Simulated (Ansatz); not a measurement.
# A computed series for HfO2: pressure series

The parent structure is HfO₂ in the fluorite structure (space group Fm-3m, No. 225; a = 5.001 Å).

Cell and atoms are relaxed at each pressure.

All numbers come from LDA (Ansatz, a first-principles code, PAW, scalar-relativistic without spin-orbit coupling).

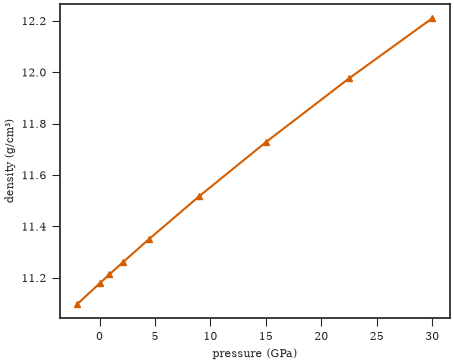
*Density against pressure*

**Question.** From the plot, what is the density for pressure −2 GPa?

**Answer.** About 11.10 g/cm³.

**Question.** Is the trend monotonic over the range shown?

**Answer.** Yes, it rises throughout, spanning 11.10 g/cm³ to 12.21 g/cm³.

Load acts through the strain it causes; cell and atoms are relaxed under it. Whether these cells are dynamically stable was not tested. Competing high-pressure phases were not computed. This is not the structure that HfO2 has at room temperature and ambient pressure.
